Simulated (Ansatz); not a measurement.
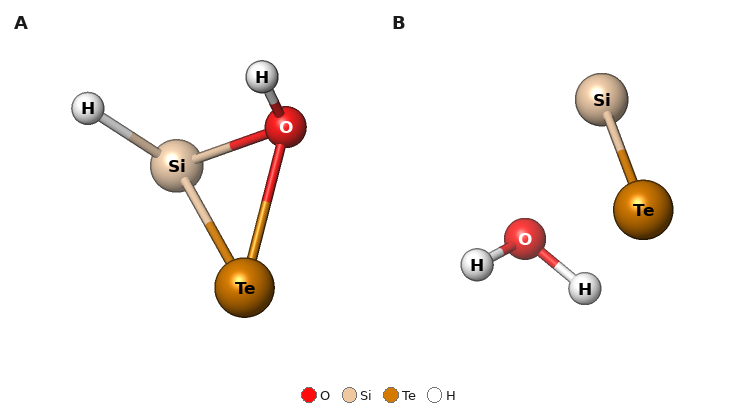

2 stationary structures of one formula. Geometries: PBE-D4/def2-SVP. Electronic energies: PBE-D4/def2-SVP (Ansatz 0.2.0), without zero-point energy. No frequency run is at hand to confirm each as a minimum.

> Rank them by energy, lowest first.

B is lowest (Cs); A lies 117.8 kJ/mol above it (C1).
